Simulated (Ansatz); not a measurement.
## Single-point calculation of AlBNH₅O

- system: AlBNH₅O
- method: RKS PBE0-D4/def2-TZVPP (Ansatz 0.2.0)

The geometry comes from this level: PBE0-D4/def2-TZVP.

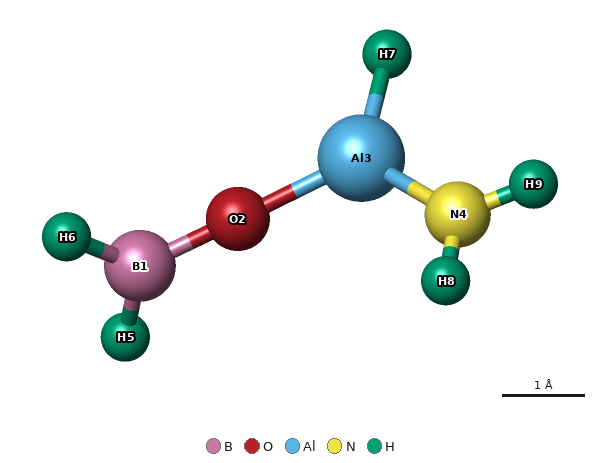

Figure 1. The structure (ball-and-stick view, seen at a tilt; atoms are numbered from 1 in the order of the input). Sticks mark near contacts. Bond lengths as drawn: Al–H 1.57 Å, Al–N 1.76 Å, Al–O 1.69 Å, B–H 1.21 Å, B–O 1.33 Å and H–N 1.01 Å.

Input
```yaml
crystal:
  periodic: [false, false, false]
  atoms:
    - {symbol: B, position_ang: [-1.965254, 0.694372, 0.564683]}
    - {symbol: O, position_ang: [-0.698374, 0.292745, 0.495386]}
    - {symbol: Al, position_ang: [0.906805, -0.220068, 0.427122]}
    - {symbol: N, position_ang: [1.570040, -0.660516, -1.140749]}
    - {symbol: H, position_ang: [-2.227901, 1.865724, 0.451985]}
    - {symbol: H, position_ang: [-2.840762, -0.116433, 0.737597]}
    - {symbol: H, position_ang: [1.757401, -0.290211, 1.745436]}
    - {symbol: H, position_ang: [1.071665, -0.635209, -2.015170]}
    - {symbol: H, position_ang: [2.515081, -0.976803, -1.283490]}
basis:
  gaussian: {orbitals: def2-TZVPP}
hamiltonian: {xc: pbe0, dispersion: d4}
output: {orbitals: {seedname: orbitals}}
```

Run on 2 threads of Arm Neoverse V1, 23 GiB of memory available, shared host.

Launched with:
```bash
ansatz run in.yaml --threads 2 --pin off --events-out ev --progress --plain --max-ram 4352MiB
```

Output
```
Functional definition: PBE0
  name "PBE0"
  cite "Adamo & Barone, J. Chem. Phys. 110, 6158 (1999) doi:10.1063/1.478522"
  cite "Perdew, Burke & Ernzerhof, Phys. Rev. Lett. 77, 3865 (1996) doi:10.1103/PhysRevLett.77.3865"
  parent pbe
  parameter a = 0.25
  parameter kappa = 0.804
  parameter beta = 0.06672455060314922
  exchange = (1 - a)*pbe_x(kappa = kappa, mu = beta*pi^2/3) + a*exact_x
  correlation = pbe_c(beta = beta)
1070 factors; their error is unknown
mean field evaluation 1: about -10877.3136 eV, gradient 8.1e1 eV
mean field evaluation 2: about -10855.3281 eV, gradient 1.3e2 eV
mean field evaluation 4: about -10888.6816 eV, gradient 7.0e0 eV
mean field evaluation 8: about -10888.7870 eV, gradient 3.0e-1 eV
mean field -10888.78709609 eV, -400.1555450964 hartree, gradient 3.3e-5 eV, S^2 0.000000; 0 other end points of the search recorded, 0 dependent functions left out
reference -10888.78713210 eV, -400.1555464198 hartree; 19, 19 occupied and 186, 186 virtual orbitals, 1070 factors
Total energy: -10888.90012388 eV, -400.1596987910 hartree
```

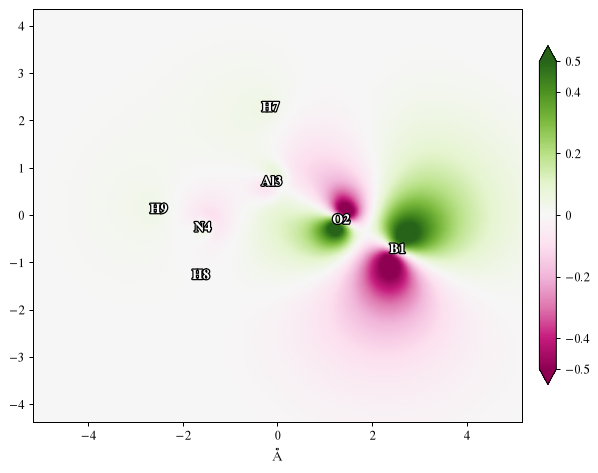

Figure 2. One frontier orbital on the plane of atoms Al3, N4 and H9 (values in Å⁻³ᐟ²; the overall sign is arbitrary). The LUMO, at −0.27 eV. It lies mainly on B1 (65 %), O2 (15 %), H6 (10 %) and H5 (10 %).

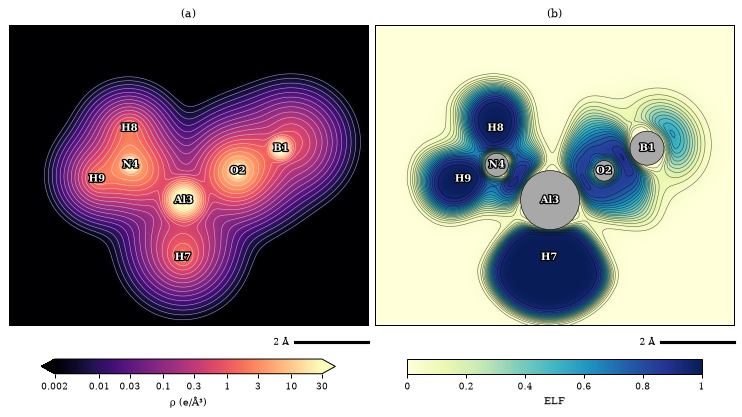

Figure 3. (a) electron density; (b) electron localisation function on the plane of atoms Al3, N4 and H8. Grey discs, where drawn, cover atomic cores. The section cuts through B, O, Al, N and H sites. Al–N (1.76 Å): ρ at the midpoint is about 0.89 e/Å³; the ELF peaks at about 0.90 in the valence shell of N, 0.7 Å from its nucleus, and is about 0.65 at the midpoint. N–H (1.01 Å): ρ is about 2.9 e/Å³ halfway, with its minimum of 2.3 e/Å³ about 0.7 Å from N; the ELF climbs to about 1 towards the hydrogen, as it does in any bond to H (a covalent bond by its length). Al–H (1.57 Å): ρ is about 0.58 e/Å³ halfway; the ELF climbs to about 1 towards the hydrogen.

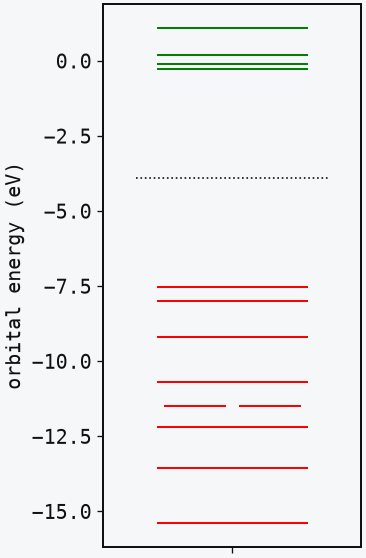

Figure 4. Orbital energies near the frontier; the dotted line parts filled from empty levels, and levels within 0.02 eV of each other stand side by side. Highest filled −7.53 eV, lowest empty −0.27 eV, 7.26 eV apart.

Key numbers

- outcome: converged
- total energy: −10888.9001 eV
- mean-field energy: −10888.7871 eV
- dispersion energy: −0.1130 eV
- SCF solution under orbital rotations: stable
- HOMO: −7.53 eV
- LUMO: −0.27 eV
- wall time: 2.9 s (CPU time 5.5 s)
- peak memory: 0.36 GiB
